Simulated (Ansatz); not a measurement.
# SrCd: molecular dynamics by PAW and LAPW

Aim: follow SrCd in time (15 steps of 3 fs at constant energy, with velocities drawn for 800 K) with PAW and LAPW. Both runs start alike, so that frozen cores can be judged against all electrons.

All numbers below are computed with Ansatz 0.2.0 (DFT PBEsol, scalar-relativistic).

### 1 The structure to begin with

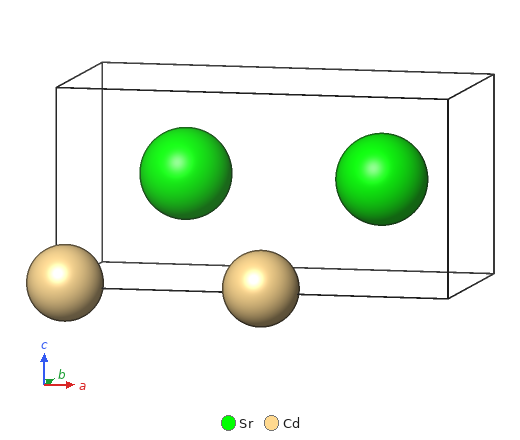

Start, viewed slightly off an axis; strontium green, cadmium orange. Each atom of the cell is drawn once.

Structure file:

```xyz
4
Lattice="8.0713 0.0000 0.0000 0.0000 4.0356 0.0000 0.0000 0.0000 4.0356" Properties=species:S:1:pos:R:3 pbc="T T T"
Sr    2.0178    2.0178    2.0178
Sr    6.0534    2.0178    2.0178
Cd    0.0000    0.0000    0.0000
Cd    4.0356    0.0000    0.0000
```

The cell is one relaxed in the Materials Project, used as it stands.

### 2 PAW on the default files

File input.yaml:

```yaml
crystal:
  lattice:
    - [8.07125994, 0.0, 0.0]
    - [0.0, 4.03562997, 0.0]
    - [0.0, 0.0, 4.03562997]
  atoms:
    - { symbol: Sr, position: [0.25, 0.5, 0.5] }
    - { symbol: Sr, position: [0.75, 0.5, 0.5] }
    - { symbol: Cd, position: [0.0, 0.0, 0.0] }
    - { symbol: Cd, position: [0.5, 0.0, 0.0] }
kpoints:
  mp_grid: { grid: [3, 5, 5] }
scf:
  occupations: { method: fermi_dirac, width: 0.08 }
hamiltonian:
  xc: pbesol
  pseudopotentials: { kind: paw }
output:
  forces: true
  stress: true
md:
  timestep: 3.0
  n_steps: 15
  ensemble: nve
  temperature: 800
  initial_velocities: maxwell_boltzmann
  seed: 135497
```

Started as:

```console
ansatz run input.yaml --threads 2 --pin off --max-ram 4096MiB --backend cpu --events-out ev --progress --plain --runs-dir out
```

Output (excerpt; [...] marks lines left out):

```text
Warning: md: disabling space-group detection — thermal motion breaks the input geometry's symmetry, so no spatial operation reduces the k-mesh or symmetrises the density; time reversal is kept, so that k and −k are solved as one point where they differ and the mesh holds both, and exact [...]
Warning: output.stress: scf.convergence.dr2_threshold = 4e-9 eV (the default of an md: trajectory) is looser than the 4e-10 eV advised for a printed stress (1e-10 eV for each atom of the cell: 4). What an SCF threshold leaves in a stress goes as its square root, and in the free energy as [...]
Pseudopotentials: kind: paw
Pseudopotential: Sr, paw, valence charge 10, recommended cutoff 420 eV (normal)
Pseudopotential: Cd, paw, valence charge 20, recommended cutoff 420 eV (normal)
Functional definition: PBEsol
[...]
Crystal: 4 atoms, lattice volume = 131.451 Å³
Basis set: ecut = 420 eV, 2587 PW (Γ), exchange–correlation on 108×54×54 points (8 copies of the dense FFT grid, shifted against one another)
Bands: 36, of which v1, the nominal top of the filled ones, is band 30 counted from 1 (29 counted from 0)
Symmetry: 1 space group operations
k-points: 38 of 75 (time reversal used)
[...]
SCF iter   1: F=—  HF=-23353.892253 eV  |F-HF|=—  |Δ(HF+E_count)|=         —  Δρ=2.91e-3  dr2=1.07e-2  ethr=1.77e-3  ⟨swp⟩=9.9  Hψ=6370  notcnv=0
[...]
md step     0: t =     0.00 fs  T =   800.0 K  F+E_penalty+E_count = -23353.89295536 eV  E_kin = 0.310224 eV  conserved = -23353.58273136 eV  P_inst = -0.8847 GPa  (7 SCF iters)
[...]
md step     2: t =     6.00 fs  T =   791.2 K  F+E_penalty+E_count = -23353.88954247 eV  E_kin = 0.306817 eV  conserved = -23353.58272592 eV  P_inst = -0.8759 GPa  (7 SCF iters)
[...]
md step     3: t =     9.00 fs  T =   780.4 K  F+E_penalty+E_count = -23353.88534051 eV  E_kin = 0.302619 eV  conserved = -23353.58272190 eV  P_inst = -0.8650 GPa  (7 SCF iters)
[...]
SCF iter   4: F=—  HF=-23353.879534 eV  |F-HF|=—  |Δ(HF+E_count)|=   5.42e-8  Δρ=4.05e-5  dr2=3.29e-6  ethr=3.38e-8  ⟨swp⟩=2.0  Hψ=2158  notcnv=0
```

### 3 The output, continued: 15 steps of 3.0 fs from 800 K

The log, continued (excerpt; [...] marks lines left out):

```text
SCF iter   5: F=—  HF=-23353.879551 eV  |F-HF|=—  |Δ(HF+E_count)|=   1.76e-5  Δρ=1.26e-5  dr2=1.89e-7  ethr=5.48e-9  ⟨swp⟩=2.2  Hψ=2369  notcnv=0
[...]
md step     4: t =    12.00 fs  T =   765.5 K  F+E_penalty+E_count = -23353.87955123 eV  E_kin = 0.296834 eV  conserved = -23353.58271695 eV  P_inst = -0.8501 GPa  (7 SCF iters)
[...]
md step     7: t =    21.00 fs  T =   698.3 K  F+E_penalty+E_count = -23353.85347464 eV  E_kin = 0.270777 eV  conserved = -23353.58269771 eV  P_inst = -0.7831 GPa  (2 SCF iters)
[...]
md step    10: t =    30.00 fs  T =   603.2 K  F+E_penalty+E_count = -23353.81659894 eV  E_kin = 0.233927 eV  conserved = -23353.58267173 eV  P_inst = -0.6892 GPa  (7 SCF iters)
[...]
md step    13: t =    39.00 fs  T =   490.0 K  F+E_penalty+E_count = -23353.77265184 eV  E_kin = 0.190011 eV  conserved = -23353.58264069 eV  P_inst = -0.5791 GPa  (3 SCF iters)
[...]
SCF converged after 7 iterations
Free energy (F): -23353.741637 eV
[...]
E sigma→0 (E₀):  -23353.717212 eV
Entropy (-TS):   -0.048851 eV (-12.213 meV/atom)
Fermi energy:    8.792886 eV
[...]
--- Forces (eV/Å), atoms counted from 1 ---
  atom   1  Sr     0.10578834    -0.21042155     0.38490340
  atom   2  Sr    -0.06756934    -0.32773899     0.43218403
  atom   3  Cd    -0.04588983     0.22182554    -0.28528247
  atom   4  Cd     0.00767157     0.31634059    -0.53181657
[...]
--- Stress (GPa, compression-positive) ---
       -0.242132      -0.000658      -0.026028
       -0.000658      -0.785892      -0.473680
       -0.026028      -0.473680      -0.996209
  P = ⅓ Tr σ = -0.6747 GPa (-6.747 kbar)
--- MD trajectory: 15 steps, t = 0.0 → 45.0 fs ---
  final state: T = 410.1 K   F+E_penalty+E_count = -23353.74163714 eV   E_kin = 0.159019 eV
  conserved energy: peak-to-peak 1.133e-4 eV (2.831e-5 eV/atom) over 45.0 fs
```

Run time: 100 s. Hardware: 2 threads of Arm Neoverse V2, shared host.

### 4 What the atoms did

The trajectory, every 2 steps (energies from step 0); msd is the mean square displacement from the start, the centre of mass held:

| time (fs) | T (K) | potential energy change (meV/atom) | total energy change (meV/atom) | pressure (GPa) | msd Sr (Å²) | msd Cd (Å²) |
| --- | --- | --- | --- | --- | --- | --- |
| 0.0 | 800 | 0.0 | 0.00 | -0.9 | 0.000 | 0.000 |
| 6.0 | 791 | 0.9 | 0.00 | -0.9 | 0.001 | 0.000 |
| 12.0 | 765 | 3.4 | 0.00 | -0.9 | 0.002 | 0.002 |
| 18.0 | 724 | 7.4 | 0.01 | -0.8 | 0.005 | 0.004 |
| 24.0 | 669 | 12.7 | 0.01 | -0.8 | 0.009 | 0.007 |
| 30.0 | 603 | 19.1 | 0.01 | -0.7 | 0.014 | 0.011 |
| 36.0 | 529 | 26.3 | 0.02 | -0.6 | 0.019 | 0.016 |
| 42.0 | 450 | 33.9 | 0.03 | -0.5 | 0.024 | 0.020 |
| 45.0 | 410 | 37.8 | 0.03 | -0.5 | 0.027 | 0.023 |

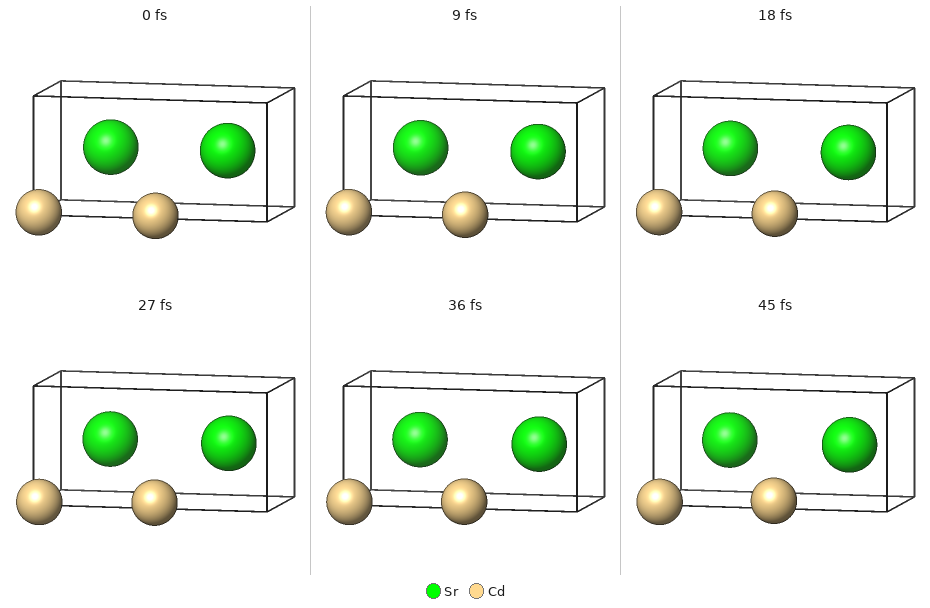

The system at six times, viewed slightly off an axis. Each atom of the cell is drawn once. Atoms are followed across the cell's faces.

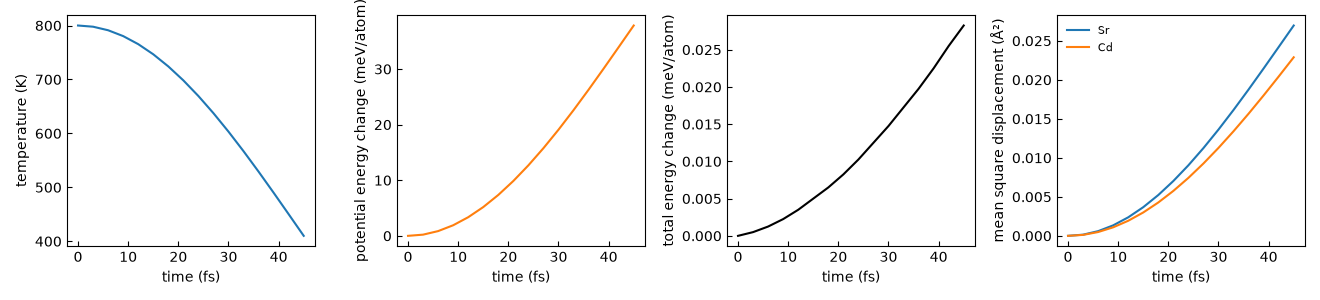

Traces against time; each panel has its own scale.

### 5 Frames from the trajectory

Positions (Å) and forces (eV/Å):

```xyz
4
Lattice="8.071 0.000 0.000 0.000 4.036 0.000 0.000 0.000 4.036" Properties=species:S:1:pos:R:3:forces:R:3 pbc="T T T" time_fs=6.0 T=791 dE=0.0034
Sr    2.011    2.025    2.002    0.025   -0.027    0.054
Sr    6.059    2.035    1.995   -0.021   -0.047    0.067
Cd    0.006   -0.006    0.004   -0.009    0.030   -0.040
Cd    4.031   -0.013    0.027    0.006    0.044   -0.081
4
Lattice="8.071 0.000 0.000 0.000 4.036 0.000 0.000 0.000 4.036" Properties=species:S:1:pos:R:3:forces:R:3 pbc="T T T" time_fs=12.0 T=765 dE=0.0134
Sr    2.004    2.032    1.986    0.046   -0.055    0.109
Sr    6.065    2.051    1.972   -0.039   -0.092    0.131
Cd    0.011   -0.011    0.008   -0.017    0.061   -0.080
Cd    4.026   -0.026    0.053    0.010    0.086   -0.160
4
Lattice="8.071 0.000 0.000 0.000 4.036 0.000 0.000 0.000 4.036" Properties=species:S:1:pos:R:3:forces:R:3 pbc="T T T" time_fs=18.0 T=724 dE=0.0294
Sr    1.998    2.038    1.970    0.064   -0.084    0.163
Sr    6.071    2.068    1.950   -0.052   -0.137    0.193
Cd    0.016   -0.016    0.011   -0.024    0.092   -0.120
Cd    4.021   -0.038    0.079    0.012    0.129   -0.235
4
Lattice="8.071 0.000 0.000 0.000 4.036 0.000 0.000 0.000 4.036" Properties=species:S:1:pos:R:3:forces:R:3 pbc="T T T" time_fs=24.0 T=669 dE=0.0507
Sr    1.992    2.045    1.955    0.079   -0.113    0.216
Sr    6.076    2.084    1.929   -0.061   -0.182    0.252
Cd    0.022   -0.022    0.014   -0.030    0.123   -0.160
Cd    4.016   -0.051    0.104    0.012    0.171   -0.308
4
Lattice="8.071 0.000 0.000 0.000 4.036 0.000 0.000 0.000 4.036" Properties=species:S:1:pos:R:3:forces:R:3 pbc="T T T" time_fs=27.0 T=637 dE=0.0631
Sr    1.989    2.048    1.948    0.085   -0.127    0.242
Sr    6.079    2.091    1.918   -0.064   -0.204    0.281
Cd    0.024   -0.024    0.016   -0.033    0.138   -0.180
Cd    4.014   -0.057    0.116    0.012    0.192   -0.343
4
Lattice="8.071 0.000 0.000 0.000 4.036 0.000 0.000 0.000 4.036" Properties=species:S:1:pos:R:3:forces:R:3 pbc="T T T" time_fs=33.0 T=567 dE=0.0904
Sr    1.983    2.053    1.935    0.095   -0.156    0.293
Sr    6.084    2.106    1.899   -0.068   -0.247    0.335
Cd    0.030   -0.028    0.018   -0.038    0.168   -0.218
Cd    4.009   -0.068    0.140    0.011    0.235   -0.410
4
Lattice="8.071 0.000 0.000 0.000 4.036 0.000 0.000 0.000 4.036" Properties=species:S:1:pos:R:3:forces:R:3 pbc="T T T" time_fs=39.0 T=490 dE=0.1203
Sr    1.978    2.058    1.922    0.102   -0.184    0.341
Sr    6.089    2.120    1.880   -0.069   -0.289    0.386
Cd    0.035   -0.032    0.020   -0.042    0.196   -0.253
Cd    4.005   -0.079    0.162    0.010    0.276   -0.474
4
Lattice="8.071 0.000 0.000 0.000 4.036 0.000 0.000 0.000 4.036" Properties=species:S:1:pos:R:3:forces:R:3 pbc="T T T" time_fs=45.0 T=410 dE=0.1513
Sr    1.973    2.062    1.911    0.106   -0.210    0.385
Sr    6.093    2.132    1.863   -0.068   -0.328    0.432
Cd    0.040   -0.036    0.021   -0.046    0.222   -0.285
Cd    4.000   -0.088    0.183    0.008    0.316   -0.532
```

### 6 All-electron LAPW

Edit input.yaml of step 2 so:

```diff
@@ -16,3 +16,3 @@
   xc: pbesol
-  pseudopotentials: { kind: paw }
+  pseudopotentials: { kind: all_electron, lapw: { basis_error: 0.001 } }
 output:
```

Started as:

```console
ansatz run input.yaml --threads 2 --pin off --max-ram 4096MiB --backend cpu --events-out ev --progress --plain --runs-dir out
```

Output (excerpt; [...] marks lines left out):

```text
Warning: md: disabling space-group detection — thermal motion breaks the input geometry's symmetry, so no spatial operation reduces the k-mesh or symmetrises the density; time reversal is kept, so that k and −k are solved as one point where they differ and the mesh holds both, and exact [...]
LAPW: plane waves up to 6.152 Å⁻¹, error target 1.0e-3 eV per atom; small_component_spin mean_spin; Sr in spheres of 1.608 Å, 26 of its electrons in bands, Dirac shells []; Cd in spheres of 1.782 Å, 20 of its electrons in bands, Dirac shells []
[...]
Pseudopotentials: kind: all_electron
Pseudopotential: Sr, LAPW, valence charge 26, Koelling and Harmon's equation, gaussian nucleus
Pseudopotential: Cd, LAPW, valence charge 20, Koelling and Harmon's equation, gaussian nucleus
[... 1 set-up line as earlier in the session ...]
[...]
Crystal: 4 atoms, lattice volume = 131.451 Å³
Basis set: ecut = 144.19430319494347 eV, 507 PW (Γ), exchange–correlation at level 2
[...]
md step    15: t =    45.00 fs  T =   410.1 K  F+E_penalty+E_count = -477265.55047830 eV  E_kin = 0.159016 eV  conserved = -477265.39173356 eV  P_inst = -0.5024 GPa  (8 SCF iters)
NSCF: frozen V_eff on 38 k-points
[...]
SCF converged after 8 iterations
Free energy (F): -477265.550478 eV
[...]
E sigma→0 (E₀):  -477265.526056 eV
Entropy (-TS):   -0.048845 eV (-12.211 meV/atom)
Fermi energy:    9.915925 eV
[...]
--- Forces (eV/Å), atoms counted from 1 ---
  atom   1  Sr     0.10576455    -0.21041563     0.38489879
  atom   2  Sr    -0.06754794    -0.32767743     0.43212105
  atom   3  Cd    -0.04586890     0.22181927    -0.28529324
  atom   4  Cd     0.00765166     0.31627378    -0.53172747
[...]
--- Stress (GPa, compression-positive) ---
       -0.242086      -0.000649      -0.026047
       -0.000649      -0.785898      -0.473599
       -0.026047      -0.473599      -0.996201
  P = ⅓ Tr σ = -0.6747 GPa (-6.747 kbar)
--- Band table (eV; the first three rows and the last of 38) ---
[...]
--- MD trajectory: 15 steps, t = 0.0 → 45.0 fs ---
  final state: T = 410.1 K   F+E_penalty+E_count = -477265.55047830 eV   E_kin = 0.159016 eV
  conserved energy: peak-to-peak 1.127e-4 eV (2.817e-5 eV/atom) over 45.0 fs
```

Run time: 7.8 min. Hardware: 2 threads of Arm Neoverse V2, shared host.

### 7 What the atoms did

The trajectory, step by step (energies from step 0); msd is the mean square displacement from the start, the centre of mass held:

```
time (fs)  T (K)  potential energy change (meV/atom)  total energy change (meV/atom)  pressure (GPa)  msd Sr (Å²)  msd Cd (Å²)
      0.0    800                                 0.0                            0.00            -0.9        0.000        0.000
      3.0    798                                 0.2                            0.00            -0.9        0.000        0.000
      6.0    791                                 0.9                            0.00            -0.9        0.001        0.000
      9.0    780                                 1.9                            0.00            -0.9        0.001        0.001
     12.0    765                                 3.4                            0.00            -0.9        0.002        0.002
     15.0    747                                 5.2                            0.00            -0.8        0.004        0.003
     18.0    724                                 7.4                            0.01            -0.8        0.005        0.004
     21.0    698                                 9.9                            0.01            -0.8        0.007        0.006
     24.0    669                                12.7                            0.01            -0.8        0.009        0.007
     27.0    637                                15.8                            0.01            -0.7        0.011        0.009
     30.0    603                                19.1                            0.01            -0.7        0.014        0.011
     33.0    567                                22.6                            0.02            -0.7        0.016        0.013
     36.0    529                                26.3                            0.02            -0.6        0.019        0.016
     39.0    490                                30.1                            0.02            -0.6        0.021        0.018
     42.0    450                                34.0                            0.03            -0.5        0.024        0.020
     45.0    410                                37.9                            0.03            -0.5        0.027        0.023
```

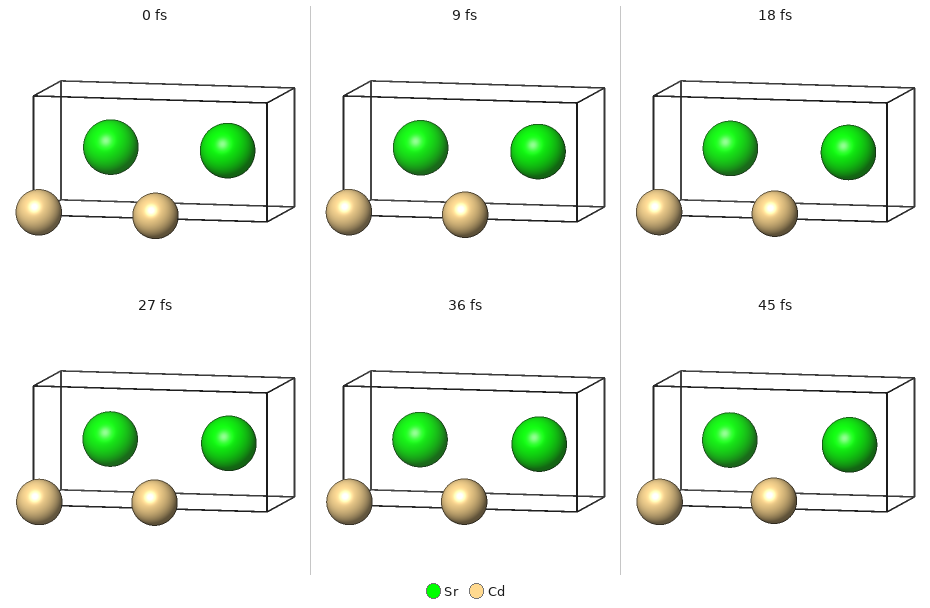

The system at six times, viewed slightly off an axis. Each atom of the cell is drawn once. Atoms are followed across the cell's faces.

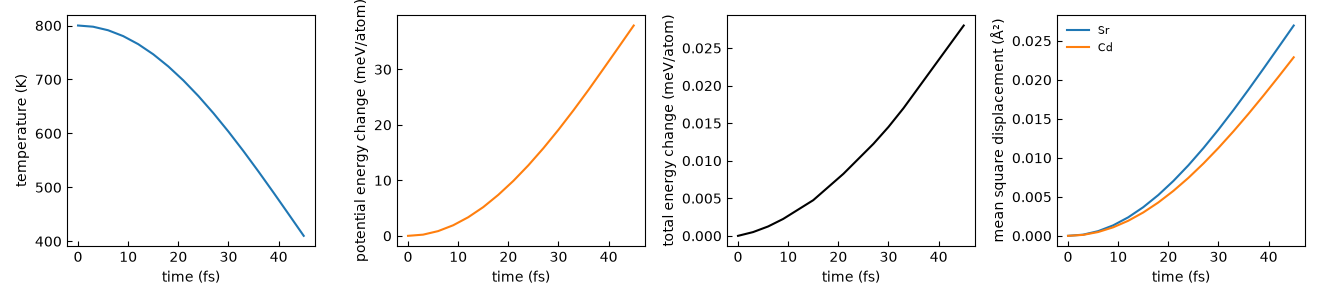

Traces against time; each panel has its own scale.

### 8 What came out

| quantity | value |
| --- | --- |
| PAW: length | 15 steps of 3 fs |
| PAW: temperature, first and last step | 800 and 410 K |
| PAW: temperature, second half | mean 545 K, from 410 to 669 K |
| PAW: potential energy, second half | +25 meV/atom from this run's first step |
| PAW: largest change of the total energy | 0.03 meV/atom |
| PAW: mean square displacement, second half | Sr 0.018, Cd 0.015 Å² |
| LAPW: length | 15 steps of 3 fs |
| LAPW: temperature, first and last step | 800 and 410 K |
| LAPW: temperature, second half | mean 545 K, from 410 to 669 K |
| LAPW: potential energy, second half | +25 meV/atom from this run's first step |
| LAPW: largest change of the total energy | 0.03 meV/atom |
| LAPW: mean square displacement, second half | Sr 0.018, Cd 0.015 Å² |

**Reading.** The temperature starts at 800 K and averages 545 K in the second half, where it still falls, from 669 to 410 K. The total energy strays from its start by at most 0.03 meV/atom, under 0.1 % of the mean kinetic energy, which is good for a step of 3 fs. The farthest move is 0.21 Å, against a mean nearest distance of 3.5 Å at the start: no atom has changed site so far. From the same start the temperatures of the two runs stay within 0.1 K of each other. Averages from a run of 45 fs with 4 atoms are rough. LAPW took about 5 times as long as PAW (7.8 min against 100 s, on a shared host and with the outputs that each input asks for).
